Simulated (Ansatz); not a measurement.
ZrNH5SOCl2: several calculations on one system

**1. Relaxation**

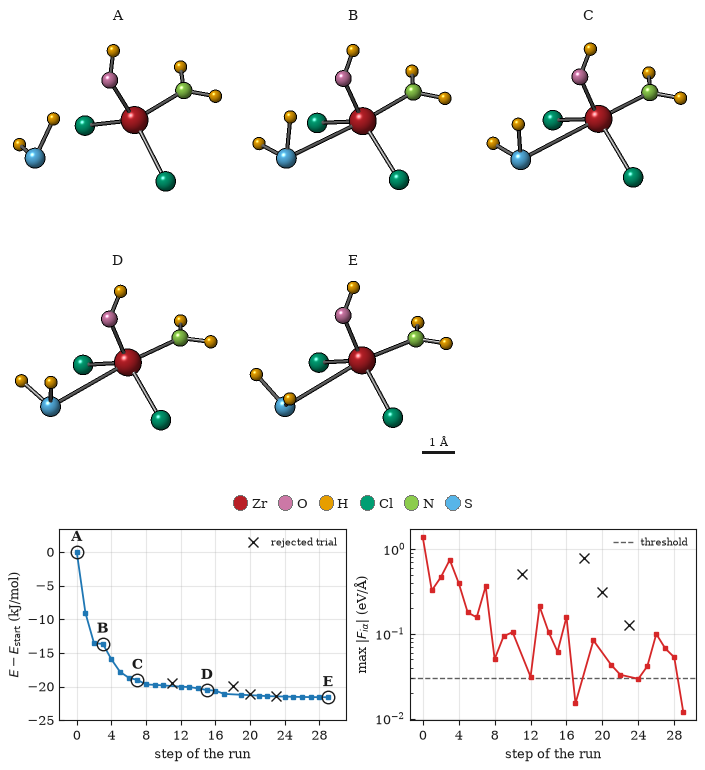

Frames of a relaxation of ZrNH₅SOCl₂, marked on the history of the run. A ball-and-stick model, seen at a tilt.

The run prepares an end point of a later path (reaction) calculation, from a guessed geometry.

Level of theory: Ansatz 0.2.0, RKS PBE-D4/def2-SVP.

The input:
```yaml
crystal:
  periodic: [false, false, false]
  atoms:
    - { symbol: Zr, position_ang: [0.036366, 0.120045, -0.077672] }
    - { symbol: O, position_ang: [-0.123065, -0.035655, 1.935479] }
    - { symbol: H, position_ang: [-0.667237, 0.370222, 2.630452] }
    - { symbol: Cl, position_ang: [2.219555, 0.685904, -0.793125] }
    - { symbol: "N", position_ang: [-1.072123, 1.690785, -0.674874] }
    - { symbol: H, position_ang: [-2.09493, 1.675971, -0.737742] }
    - { symbol: H, position_ang: [-0.739172, 2.61146, -0.976895] }
    - { symbol: Cl, position_ang: [-1.126339, -1.716217, -1.044535] }
    - { symbol: S, position_ang: [1.680358, -2.885055, 1.433505] }
    - { symbol: H, position_ang: [0.544698, -3.441976, 0.931122] }
    - { symbol: H, position_ang: [0.945688, -1.956683, 2.154385] }
basis:
  gaussian: { orbitals: def2-SVP }
hamiltonian:
  xc: pbe
  dispersion: d4
relax:
  f_tol: 0.03
  max_steps: 50
```

Run as
```bash
ansatz run input.yaml --threads 4 --pin off --max-ram 5120MiB --backend cpu --events-out ev --progress --plain --runs-dir out
```

> What happens along the run?

The energy falls by 21.6 kJ/mol in 25 accepted moves (29 points after the start). The largest force component goes from 1.4 to 0.012 eV/Å. The line search rejected the trial steps at points 11, 18, 20, 23 of the run. The forces were under the threshold at step 17, but the run went on from there. The largest move after the best rigid fit is that of H11, 1.18 Å. Largest moves by element: H 1.18 Å, S 0.83 Å, Cl 0.48 Å, O 0.36 Å, Zr 0.28 Å, N 0.14 Å. Near-neighbour distances that change, for instance: Zr1–S9 3.744 → 2.992 Å, Zr1–H11 3.181 → 3.457 Å, Zr1–O2 2.025 → 1.945 Å, Zr1–Cl4 2.366 → 2.401 Å. New bonds form, among them: Zr1–S9 (3.74 → 2.99 Å). Among the angles between lasting bonds that change: Cl4–Zr1–Cl8 120.8° → 129.5°, Cl4–Zr1–N5 103.4° → 97.7°, N5–Zr1–Cl8 102.3° → 97.6°. From step 0 to 3: S9 moves most (0.58 Å), energy −13.6 kJ/mol. From step 3 to 7: H11 moves most (0.39 Å), energy −5.38 kJ/mol. From step 7 to 15: H11 moves most (0.45 Å), energy −1.50 kJ/mol. From step 15 to 29: H11 moves most (0.51 Å), energy −1.07 kJ/mol.

Limits of the set-up: the start holds two separate molecules, 2.2 Å apart at their closest, whose relative position is a soft coordinate.

**2. Relaxation**

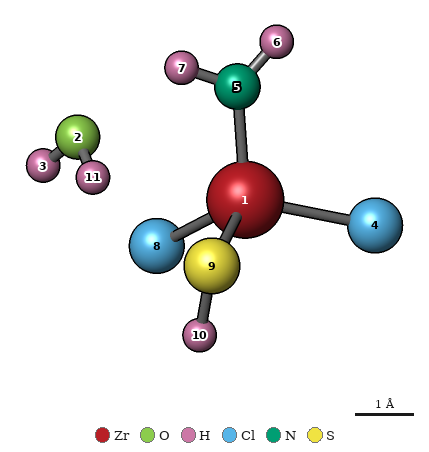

Starting structure of ZrNH$_{5}$SOCl$_{2}$. The picture is a ball-and-stick view, seen at a tilt.

The run prepares an end point of a later path (reaction) calculation, from a guessed geometry.

Computed with RKS PBE-D4/def2-SVP in Ansatz 0.2.0.

The input:
```yaml
crystal:
  periodic: [false, false, false]
  atoms:
    - { symbol: Zr, position_ang: [0.217802, -0.493165, -0.670537] }
    - { symbol: O, position_ang: [-1.006617, -0.014192, 2.312401] }
    - { symbol: H, position_ang: [-1.659599, -0.74554, 2.346589] }
    - { symbol: Cl, position_ang: [1.236533, -0.444527, -2.78884] }
    - { symbol: "N", position_ang: [-0.189315, 1.389418, -0.174425] }
    - { symbol: H, position_ang: [-0.011819, 2.300533, -0.615869] }
    - { symbol: H, position_ang: [-0.692161, 1.488292, 0.726785] }
    - { symbol: Cl, position_ang: [-1.662274, -1.948695, -0.598561] }
    - { symbol: S, position_ang: [1.877612, -1.311252, 1.058852] }
    - { symbol: H, position_ang: [1.636408, -2.619905, 0.715309] }
    - { symbol: H, position_ang: [-0.14277, -0.482166, 2.468396] }
basis:
  gaussian: { orbitals: def2-SVP }
hamiltonian:
  xc: pbe
  dispersion: d4
relax:
  f_tol: 0.03
  max_steps: 50
```

Command:
```bash
ansatz run input.yaml --threads 4 --pin off --max-ram 5120MiB --backend cpu --events-out ev --progress --plain --runs-dir out
```

### What does the optimiser find from here?

The largest move after the best rigid fit is that of H7, 0.50 Å. By element the largest moves are H 0.50 Å, O 0.47 Å, Cl 0.46 Å, Zr 0.42 Å, N 0.17 Å, S 0.16 Å. Among the contacts that change: Zr1–O2 3.260 → 2.425 Å, Zr1–H3 3.562 → 2.808 Å, Zr1–H11 3.160 → 2.742 Å, Zr1–Cl8 2.379 → 2.422 Å. New bonds form, among them: Zr1–O2 (3.26 → 2.42 Å). Among the angles between lasting bonds that change: Zr1–N5–H7 114.0° → 124.2°, Cl4–Zr1–Cl8 112.5° → 102.7°, Cl8–Zr1–S9 107.4° → 116.2°. After 11 geometry steps the energy has fallen by 8.36 kcal/mol. Largest force component: 0.62 eV/Å at the start, 0.011 eV/Å at the end. Cost: 29 s on 4 threads of Arm Neoverse V2, with other jobs on the host, peak memory 0.22 GiB.

The structure at the end:

```xyz
11

Zr    0.0628   -0.4611   -0.2808
O    -0.9121   -0.2817    1.9320
H    -1.6307   -0.9505    1.9045
Cl    0.9343   -0.5797   -2.4742
N    -0.1368    1.5293   -0.0866
H     0.1752    2.2293   -0.7703
H    -0.6558    1.9865    0.6720
Cl   -1.8531   -1.9391   -0.3876
S     1.9605   -1.2155    1.1563
H     1.8425   -2.4898    0.6759
H    -0.1829   -0.7088    2.4390
```

After the run, drawn alike:

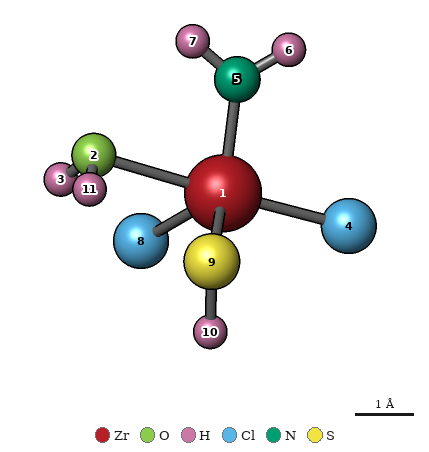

Limits of the set-up: the start holds two separate molecules, 2.2 Å apart at their closest, whose relative position is a soft coordinate.

**3. Path**

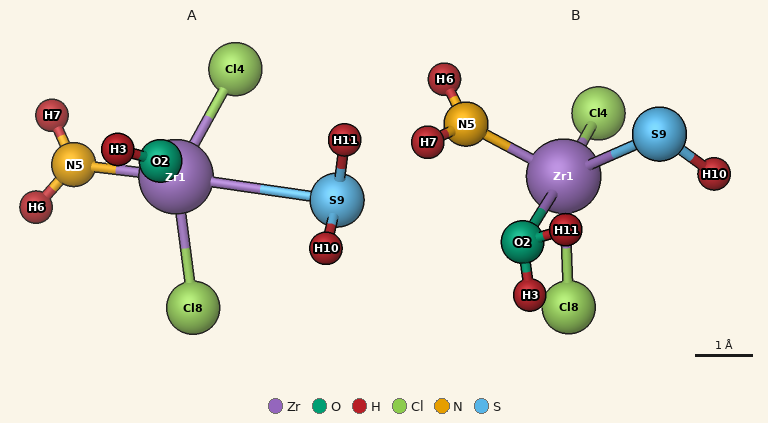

The two relaxed end points of a path for ZrNH$_{5}$SOCl$_{2}$. The picture is a ball-and-stick view, seen from a free direction.

Computed with Ansatz, RKS PBE-D4/def2-SVP.

Run with 7 movable images; climbing image; force threshold 0.05 eV/Å; iteration limit 60.

Start:
```xyz
11

Zr   -0.0887   -0.0608    0.0912
O    -0.5002   -0.0358    1.9923
H    -0.9949    0.5504    2.5870
Cl    2.1918    0.5854   -0.2897
N    -0.9720    1.5863   -0.6889
H    -1.9168    1.6256   -1.0901
H    -0.5334    2.5092   -0.7936
Cl   -1.4191   -1.7041   -1.0463
S     1.3821   -2.5892    0.7225
H     0.4126   -3.1952    1.4638
H     2.0424   -2.1530    1.8318
```

End:
```xyz
11

Zr    0.0107   -0.5069   -0.2719
O    -0.8194   -0.1546    1.9789
H    -1.5654   -0.7909    2.0343
Cl    0.7414   -0.7928   -2.5010
N    -0.0941    1.4984   -0.1884
H     0.2044    2.1424   -0.9306
H    -0.5466    2.0222    0.5698
Cl   -1.9677   -1.9009   -0.1762
S     1.9595   -1.2604    1.0957
H     1.7598   -2.5541    0.7017
H    -0.0790   -0.5837    2.4677
```

**Predict the minimum-energy path and its barrier.**

The highest point, image 4, lies 11.0 kcal/mol above the start and 12.4 kcal/mol above the end; the end is at −1.4 kcal/mol relative to the start. A hydrogen atom shifts from one atom to another. Breaking: S9–H11 (1.36 → 1.72 at the top → 2.55 Å). Forming: O2–H11 (3.31 → 1.17 at the top → 0.99 Å). The band is converged. At the top, the vibrational analysis gives one imaginary mode (528i cm⁻¹), as a transition state must have.

Energies of the converged images:

```
image  path (Å)  E (kcal/mol)
    0      0.00           0.0
    1      0.71           0.2
    2      1.42           0.7
    3      2.13           3.4
    4      2.84          11.0
    5      4.59           6.9
    6      6.32           6.1
    7      8.05           2.5
    8      9.78          -1.4
```

The geometry at the top of the path:

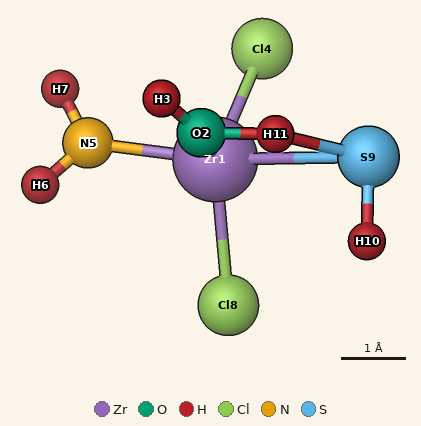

The run took 7.4 min on 4 threads of Arm Neoverse V2, with other jobs on the host, peak memory 0.22 GiB.
